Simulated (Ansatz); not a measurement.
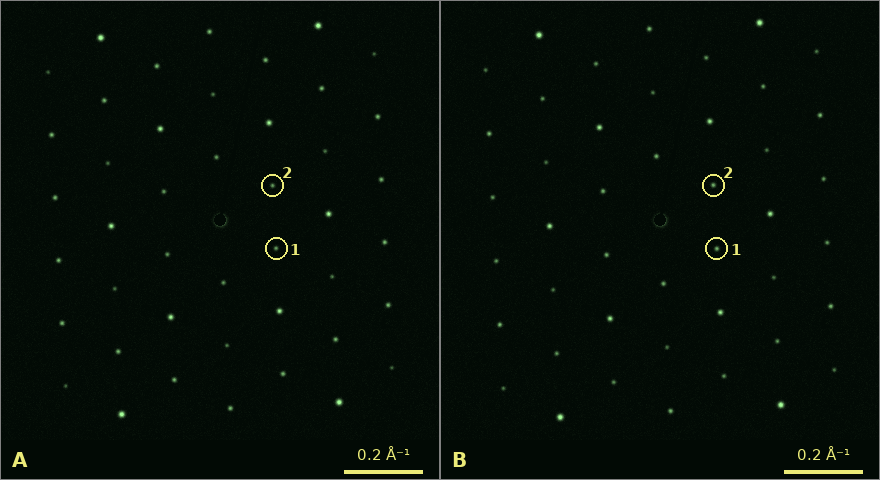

Kinematic electron diffraction patterns (120 kV, B = 0.5 Å², same scale) along [001] of the run's own cell, for the start and the end of one relaxation of LaTaSe3 with DFT, PAW plane waves, r2scan in Ansatz. k mesh 6×6×6. The start is a generated model structure, and the relaxation ends in the nearest stationary point of its symmetry, not necessarily the ground state. Spot 1 is -1 0 0 and spot 2 is 0 -1 0 in both.

Start structure:

```yaml
crystal:
  lattice:
    - [6.97684, 0.00000, 0.00000]
    - [-3.48842, 6.04212, 0.00000]
    - [0.00000, 0.00000, 5.85378]
  atoms:
    - { symbol: La, position: [0.33330, 0.66670, 0.75000] }
    - { symbol: La, position: [0.66660, 0.33330, 0.25000] }
    - { symbol: Se, position: [0.16860, 0.33720, 0.25000] }
    - { symbol: Se, position: [0.83140, 0.16860, 0.75000] }
    - { symbol: Se, position: [0.66280, 0.83140, 0.25000] }
    - { symbol: Se, position: [0.83140, 0.66280, 0.75000] }
    - { symbol: Se, position: [0.16860, 0.83140, 0.25000] }
    - { symbol: Se, position: [0.33720, 0.16860, 0.75000] }
    - { symbol: Ta, position: [0.00000, 0.00000, 0.00000] }
    - { symbol: Ta, position: [0.00000, 0.00000, 0.50000] }
```

Which pattern belongs to the start structure, and which to the relaxed one?

B is the start: its cell gives d(1) = 6.042 Å, d(2) = 6.042 Å and an angle of 60.0°. A is the relaxed structure, with d(1) = 6.131 Å (+1.5 %), d(2) = 6.131 Å (+1.5 %) and 60.0°.

Name reflections whose intensity changes strongly on relaxation.

2 1 0 goes from 8.2 to 17 % of the strongest spot.

What did the relaxation do to the structure and the energy?

The volume changed by -3.1 % to 23.92 Å³ an atom; with the mean shift removed, the atoms moved by up to 0.16 Å relative to the cell (Se most); the space group stayed P6_3/mmc (No. 194); the free energy fell by 140 meV an atom. Relaxed cell: a = 7.080 Å, b = 7.080 Å, c = 5.510 Å, α = 90.00°, β = 90.00°, γ = 120.00°.
